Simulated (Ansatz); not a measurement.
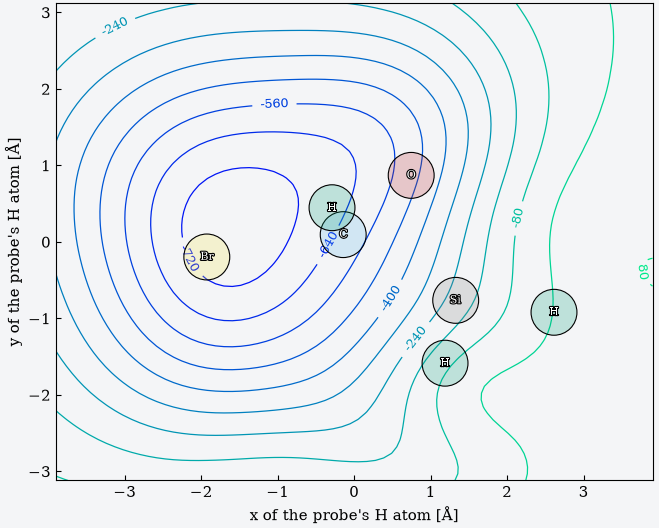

Energy landscape of CH₃BrOSi (SMILES BrC1O[SiH2]1) with the probe H2O. The probe is moved over a plane parallel to the molecule's main plane, 3.46 Å above it. The first coordinate is: x of the probe's H atom; the second: y of the probe's H atom. Nothing is relaxed (molecule and probe rigid, the probe upright with H nearest the plane). Grid: 21 × 17 points. All energies are given in cm⁻¹ relative to molecule and probe far apart, each relaxed in its own basis (no counterpoise correction). Level of theory: RKS PBE-D4/def2-SVP (Ansatz).

In the figure: contour lines labelled in cm⁻¹, labelled circles for the molecule's atoms, projected on the plane. Between grid points the surface is interpolated. 

Where are the wells?

Answer. The lowest grid point is at x of the probe's H atom = −1.56 Å, y of the probe's H atom = 0.00 Å, −773 cm⁻¹ from molecule and probe far apart, each relaxed in its own basis (no counterpoise correction). The highest grid point, x of the probe's H atom = 3.90 Å, y of the probe's H atom = −0.39 Å, lies 853 cm⁻¹ above the lowest. Near the minimum the curvatures are about 0.022 and 0.031 eV/Å² along the soft and the stiff direction.

The values on the grid:

```tsv
y of the probe's H atom ↓, x of the probe's H atom →	−3.90	−3.12	−2.34	−1.56	−0.78	0.00	0.78	1.56	2.34	3.12	3.90
3.12	−165	−202	−232	−246	−247	−237	−201	−133	−60	−10	16
2.34	−230	−309	−378	−413	−424	−417	−358	−234	−101	−16	21
1.56	−301	−433	−549	−606	−614	−591	−489	−300	−112	−3	36
0.78	−345	−517	−675	−743	−717	−642	−491	−266	−69	33	60
0.00	−340	−524	−702	−773	−709	−587	−413	−205	−33	58	78
−0.78	−296	−463	−627	−689	−623	−494	−328	−160	−32	49	79
−1.56	−227	−354	−470	−510	−469	−365	−194	−46	7	44	71
−2.34	−146	−217	−277	−290	−277	−242	−138	−21	20	47	67
−3.12	−76	−97	−109	−99	−95	−118	−115	−59	7	53	65
```

The table holds every second grid line.

The input of one point:

```yaml
crystal:
  periodic: [false, false, false]
  atoms:
    - { symbol: Br, position_ang: [-1.927351, -0.197984, 0.216078] }
    - { symbol: C, position_ang: [-0.144069, 0.094361, -0.566246] }
    - { symbol: O, position_ang: [0.744843, 0.868866, 0.22286] }
    - { symbol: Si, position_ang: [1.326578, -0.765243, 0.127308] }
    - { symbol: H, position_ang: [-0.290289, 0.446043, -1.604535] }
    - { symbol: H, position_ang: [1.187279, -1.586694, 1.364431] }
    - { symbol: H, position_ang: [2.611879, -0.921065, -0.618971] }
    - { symbol: H, position_ang: [-1.56, 0.0, 3.46] }
    - { symbol: O, position_ang: [-1.56, 0.0, 4.434758] }
    - { symbol: H, position_ang: [-0.606733, 0.0, 4.638293] }
basis:
  gaussian: { orbitals: def2-SVP }
hamiltonian:
  xc: pbe
  dispersion: d4
output:
  forces: true
```

Time for the 357 points that were run: 23 min on 1 thread of Arm Neoverse V2 (shared host).
